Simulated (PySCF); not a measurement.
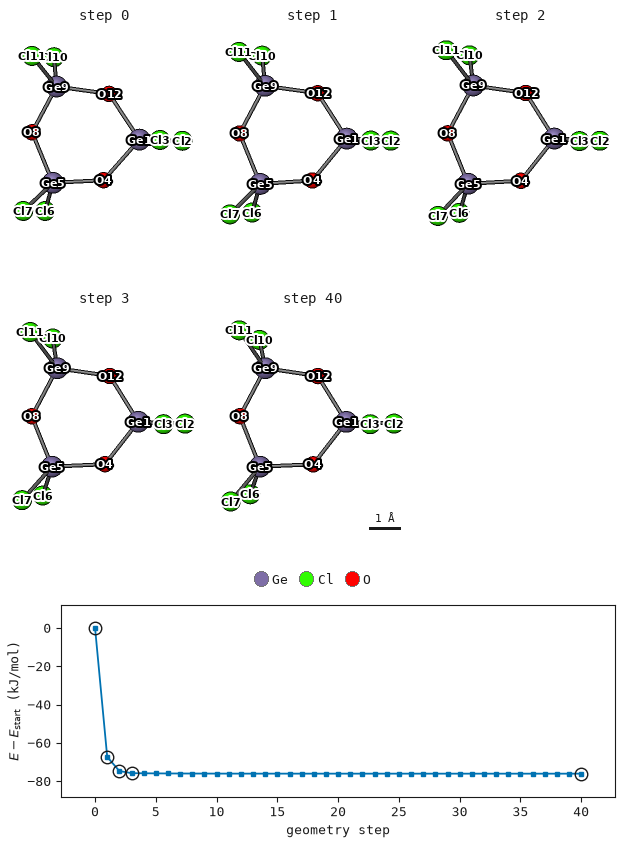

Frames of a relaxation of Ge3O3Cl6, marked on the history of the run. The picture is a ball-and-stick view, seen at a tilt.

The start comes from GFN2-xTB. Its atoms were then displaced at random by about 0.03 Å.

The calculation used PySCF, PBE0-D3(BJ)/def2-SVP geometry optimisation, gas phase. 

> Describe the path.

The relaxation stopped without meeting its thresholds, so the last structure isn't shown to be converged. After 40 geometry steps the energy has fallen by 76.0 kJ/mol. The atom that moves furthest after the best rigid fit is Cl11 (0.29 Å). By element the largest moves are Cl 0.29 Å, O 0.12 Å, Ge 0.09 Å. Near-neighbour distances that change, for instance: Ge1–Cl3 1.931 → 2.115 Å, O8–Ge9 1.679 → 1.756 Å, Ge9–Cl11 2.051 → 2.114 Å, O4–Ge5 1.699 → 1.754 Å. Among the angles between lasting bonds that change: Cl2–Ge1–Cl3 118.9° → 111.5°, Cl10–Ge9–Cl11 117.5° → 110.8°, O4–Ge1–O12 103.5° → 109.1°. From step 0 to 1: Cl11 moves most (0.13 Å), energy −67.3 kJ/mol. From step 1 to 2: Cl11 moves most (0.07 Å), energy −7.37 kJ/mol. From step 2 to 3: Cl11 moves most (0.05 Å), energy −1.12 kJ/mol. From step 3 to 40: Cl11 moves most (0.07 Å), energy −0.26 kJ/mol.

```json
{"step": "0", "E − E(0), kJ/mol": "0.00"}
{"step": "1", "E − E(0), kJ/mol": "-67.29"}
{"step": "2", "E − E(0), kJ/mol": "-74.66"}
{"step": "3", "E − E(0), kJ/mol": "-75.78"}
{"step": "4", "E − E(0), kJ/mol": "-75.85"}
{"step": "5", "E − E(0), kJ/mol": "-75.89"}
{"step": "6", "E − E(0), kJ/mol": "-75.94"}
{"step": "7", "E − E(0), kJ/mol": "-75.96"}
{"step": "8", "E − E(0), kJ/mol": "-75.98"}
{"step": "9", "E − E(0), kJ/mol": "-75.99"}
{"step": "10", "E − E(0), kJ/mol": "-76.01"}
{"step": "12", "E − E(0), kJ/mol": "-76.02"}
{"step": "13", "E − E(0), kJ/mol": "-76.03"}
{"step": "15", "E − E(0), kJ/mol": "-76.03"}
{"step": "16", "E − E(0), kJ/mol": "-76.03"}
{"step": "18", "E − E(0), kJ/mol": "-76.03"}
{"step": "19", "E − E(0), kJ/mol": "-76.03"}
{"step": "21", "E − E(0), kJ/mol": "-76.03"}
{"step": "23", "E − E(0), kJ/mol": "-76.03"}
{"step": "24", "E − E(0), kJ/mol": "-76.03"}
{"step": "26", "E − E(0), kJ/mol": "-76.04"}
{"step": "27", "E − E(0), kJ/mol": "-76.04"}
{"step": "29", "E − E(0), kJ/mol": "-76.04"}
{"step": "31", "E − E(0), kJ/mol": "-76.04"}
{"step": "32", "E − E(0), kJ/mol": "-76.04"}
{"step": "34", "E − E(0), kJ/mol": "-76.04"}
{"step": "35", "E − E(0), kJ/mol": "-76.04"}
{"step": "37", "E − E(0), kJ/mol": "-76.04"}
{"step": "38", "E − E(0), kJ/mol": "-76.04"}
{"step": "40", "E − E(0), kJ/mol": "-76.04"}
```
